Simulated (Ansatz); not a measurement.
A series of calculations on BPN2H8

## 1. Relaxation

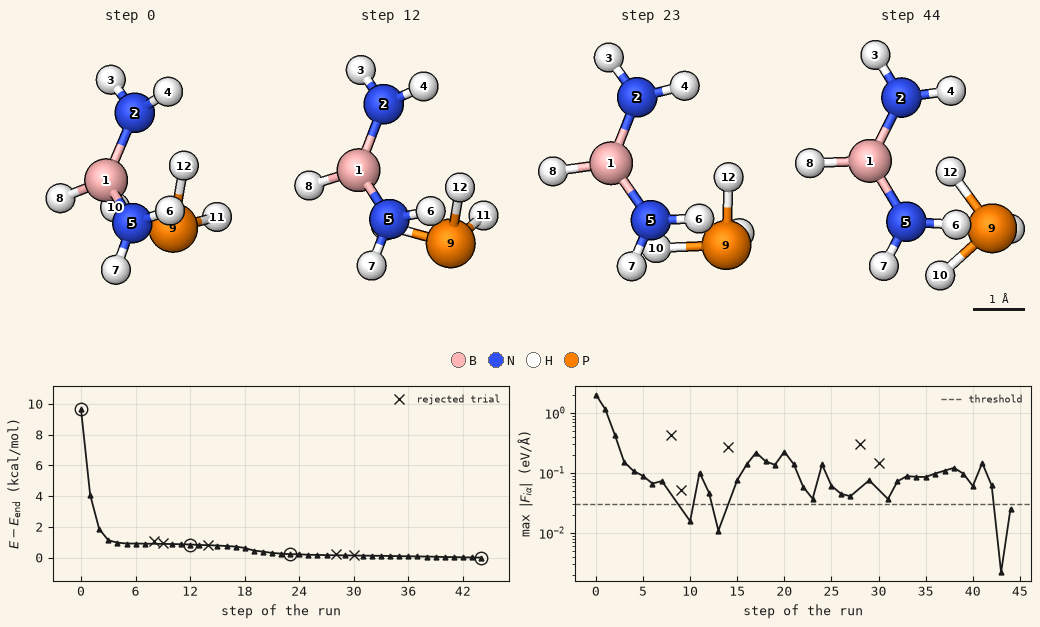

Frames of a relaxation of BPN2H8, marked on the history of the run. The picture is a ball-and-stick view, seen from a free direction.

The run prepares an end point of a later path (reaction) calculation, from a guessed geometry.

Computed with RHF/6-31G* in Ansatz.

The input:
```yaml
crystal:
  periodic: [false, false, false]
  atoms:
    - { symbol: B, position_ang: [0.133675, -0.205821, 0.092684] }
    - { symbol: "N", position_ang: [0.109565, -0.567673, 1.527243] }
    - { symbol: H, position_ang: [-0.748985, -0.7544, 1.992165] }
    - { symbol: H, position_ang: [0.901197, -0.959037, 1.989547] }
    - { symbol: "N", position_ang: [1.327786, -0.174668, -0.643624] }
    - { symbol: H, position_ang: [2.216663, -0.424944, -0.268637] }
    - { symbol: H, position_ang: [1.362412, 0.137363, -1.586141] }
    - { symbol: H, position_ang: [-0.89707, 0.09104, -0.42644] }
    - { symbol: P, position_ang: [-0.353785, 2.760669, 0.945448] }
    - { symbol: H, position_ang: [-1.73617, 2.513533, 0.901597] }
    - { symbol: H, position_ang: [-0.436243, 3.757236, 1.934291] }
    - { symbol: H, position_ang: [-0.055344, 1.685003, 1.808469] }
basis:
  gaussian: { orbitals: "6-31G*" }
hamiltonian:
  xc: hf
relax:
  f_tol: 0.03
  max_steps: 50
```

Command:
```bash
ansatz run input.yaml --threads 1 --pin off --max-ram 2048MiB --backend cpu --events-out ev --progress --plain --runs-dir out
```

What happens along the run?

Answer. H10 moves most after the best rigid fit: 1.67 Å. By element the largest moves are H 1.67 Å, P 0.79 Å, N 0.70 Å, B 0.66 Å. Some distances before and after: B1–N2 1.480 → 1.412 Å, B1–N5 1.403 → 1.413 Å. Over 39 accepted moves (44 points after the start) the energy falls by 9.64 kcal/mol. Largest force component: 2 eV/Å at the start, 0.026 eV/Å at the end. The line search rejected the trial steps at points 8, 9, 14, 28, 30 of the run. The forces were under the threshold at step 10, but the run went on from there. Cost: 59 s on 1 thread of Arm Neoverse V2, with other jobs on the host, peak memory 0.14 GiB. From step 0 to 12: P9 moves most (0.78 Å), energy −8.79 kcal/mol. From step 12 to 23: H6 moves most (0.89 Å), energy −0.63 kcal/mol. From step 23 to 44: H12 moves most (0.81 Å), energy −0.22 kcal/mol.

Limits of the set-up: the start holds two separate molecules, 2.3 Å apart at their closest, whose relative position is a soft coordinate and is computed without a dispersion correction; Hartree-Fock leaves out electron correlation.

## 2. Relaxation

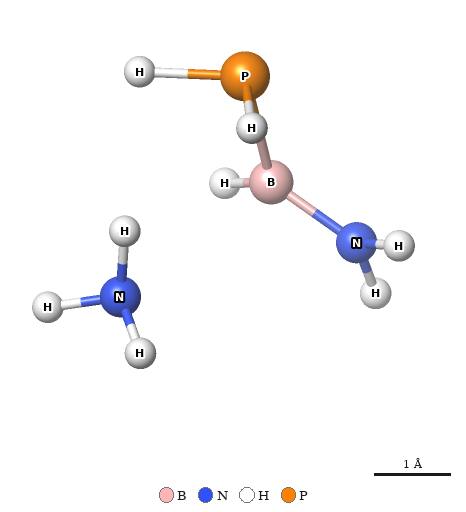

Starting structure of BPN2H8. The picture is a ball-and-stick view, seen at a tilt.

The run prepares an end point of a later path (reaction) calculation, from a guessed geometry.

All numbers below come from Ansatz 0.2.0, RHF/6-31G*.

The input:
```yaml
crystal:
  periodic: [false, false, false]
  atoms:
    - { symbol: B, position_ang: [-0.021202, 0.55205, -0.426235] }
    - { symbol: "N", position_ang: [-0.136885, -0.134904, 2.240933] }
    - { symbol: H, position_ang: [-0.857877, -0.553726, 2.800255] }
    - { symbol: H, position_ang: [0.728301, -0.241077, 2.736958] }
    - { symbol: "N", position_ang: [1.288185, 0.232714, -0.788251] }
    - { symbol: H, position_ang: [1.539574, -0.675741, -1.108968] }
    - { symbol: H, position_ang: [2.070521, 0.833412, -0.653144] }
    - { symbol: H, position_ang: [-0.894458, -0.228578, -0.624609] }
    - { symbol: P, position_ang: [-0.489448, 2.366523, 0.017869] }
    - { symbol: H, position_ang: [-1.549233, 2.153221, 0.909134] }
    - { symbol: H, position_ang: [0.482442, 2.685515, 0.982395] }
    - { symbol: H, position_ang: [-0.33622, 0.868891, 2.180262] }
basis:
  gaussian: { orbitals: "6-31G*" }
hamiltonian:
  xc: hf
relax:
  f_tol: 0.03
  max_steps: 50
```

Command:
```bash
ansatz run input.yaml --threads 1 --pin off --max-ram 2048MiB --backend cpu --events-out ev --progress --plain --runs-dir out
```

Where does the relaxation end?

H12 moves most after the best rigid fit: 1.08 Å. By element the largest moves are H 1.08 Å, N 0.62 Å, P 0.46 Å, B 0.26 Å. Near-neighbour distances that change, for instance: N2–H12 1.025 → 1.002 Å, B1–P9 1.926 → 1.947 Å, B1–N5 1.396 → 1.390 Å. Over 31 accepted moves (35 points after the start) the energy falls by 4.86 kcal/mol. The largest force component goes from 1.3 to 0.019 eV/Å. The line search rejected the trial steps at points 10, 11, 21, 34 of the run. The forces were under the threshold at step 12, but the run went on from there.

History of the run:

| step | E − E(0), kcal/mol | largest force component, eV/Å | note |
| --- | --- | --- | --- |
| 0 | 0.00 | 1.2766 |  |
| 1 | -2.72 | 0.4539 |  |
| 2 | -3.67 | 0.4008 |  |
| 3 | -4.31 | 0.1594 |  |
| 4 | -4.57 | 0.1814 |  |
| 5 | -4.69 | 0.1690 |  |
| 6 | -4.71 | 0.1604 |  |
| 7 | -4.74 | 0.0602 |  |
| 8 | -4.75 | 0.0559 |  |
| 9 | -4.75 | 0.0553 |  |
| 10 | -4.74 | 0.1650 | rejected |
| 11 | -4.30 | 0.5793 | rejected |
| 13 | -4.76 | 0.1040 |  |
| 14 | -4.77 | 0.0329 |  |
| 15 | -4.78 | 0.0332 |  |
| 17 | -4.79 | 0.1290 |  |
| 18 | -4.80 | 0.0456 |  |
| 19 | -4.80 | 0.0541 |  |
| 21 | -4.79 | 0.2782 | rejected |
| 22 | -4.82 | 0.0343 |  |
| 23 | -4.82 | 0.0798 |  |
| 24 | -4.83 | 0.0523 |  |
| 26 | -4.84 | 0.0845 |  |
| 27 | -4.84 | 0.0382 |  |
| 28 | -4.84 | 0.0376 |  |
| 30 | -4.85 | 0.0059 |  |
| 31 | -4.85 | 0.0715 |  |
| 32 | -4.86 | 0.0304 |  |
| 34 | -4.86 | 0.0775 | rejected |
| 35 | -4.86 | 0.0190 |  |

The structure at the end:

```xyz
12

B     0.0144    0.6746   -0.6580
N    -0.1256   -0.3115    2.8348
H    -0.9546   -0.8607    2.7072
H     0.4325   -0.7707    3.5300
N     1.3173    0.3650   -1.0302
H     1.6100   -0.5707   -1.2041
H     2.0610    1.0258   -1.0704
H    -0.7961   -0.1965   -0.6191
P    -0.5836    2.5100   -0.4045
H    -1.3046    2.3430    0.7872
H     0.5623    3.0788    0.1778
H    -0.4093    0.5711    3.2159
```

After the run, drawn alike:

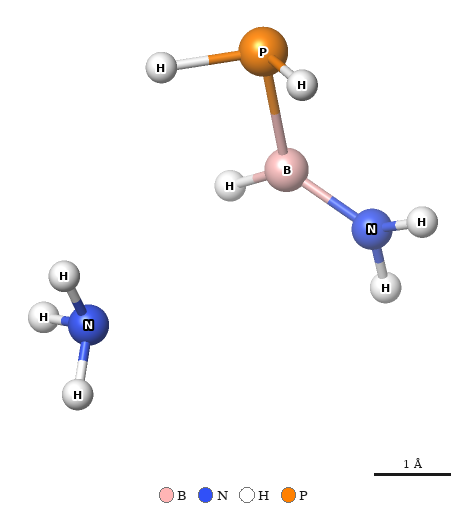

Limits of the set-up: Hartree-Fock leaves out electron correlation.

## 3. Path

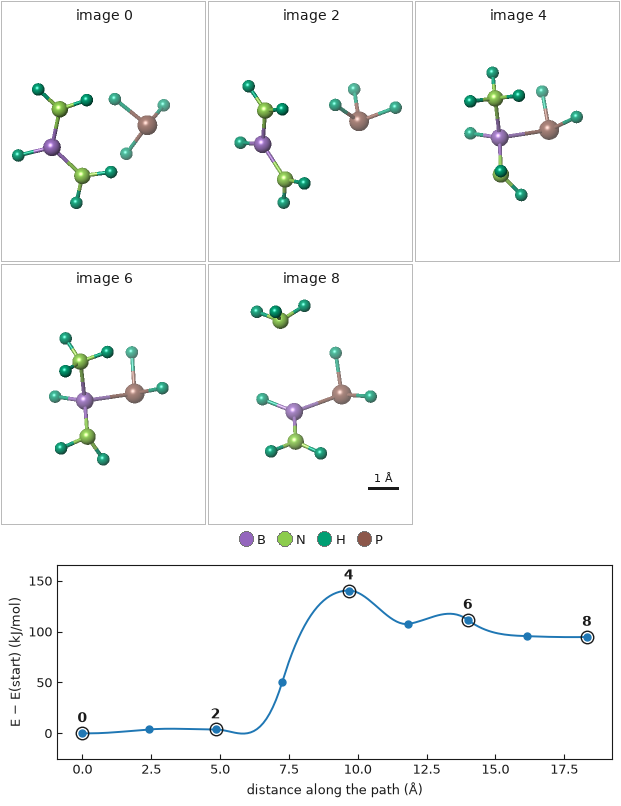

A search for the minimum-energy path of BPN2H8, made up at the start of BN2H5 and PH3 by the nudged elastic band. Images are numbered from 0 (start) to 8 (end). The picture is a ball-and-stick view, seen from a free direction.

Method: RHF/6-31G* in Ansatz. Set-up: 7 movable images; climbing image; force threshold 0.05 eV/Å; iteration limit 60; starting path through a guess of the saddle point.

Q: Describe the mechanism and the energy profile.

A: The energy climbs by 140.5 kJ/mol to image 4 and then falls by 45.7 kJ/mol, so the end point sits at +94.7 kJ/mol. The path has more than one stage, and so few images may leave a stage unresolved. Breaking: B–N (1.41 → 3.63 Å), H–P (1.40 → 4.11 Å). Forming: B–P (4.29 → 1.95 Å), H–N (3.68 → 1.00 Å). The band converged in 60 iterations. The largest component of the band force went from 53 to 0.048 eV/Å. The climbing image converged on the top of the path. Its vibrational analysis gives one imaginary mode (405i cm⁻¹), as a transition state must have.

Limits of the set-up: the start holds two separate molecules, 3.4 Å apart at their closest, whose relative position is a soft coordinate and is computed without a dispersion correction; Hartree-Fock leaves out electron correlation.

The run took 8.6 min on 1 thread of Arm Neoverse V2, on a shared host, peak memory 0.18 GiB.
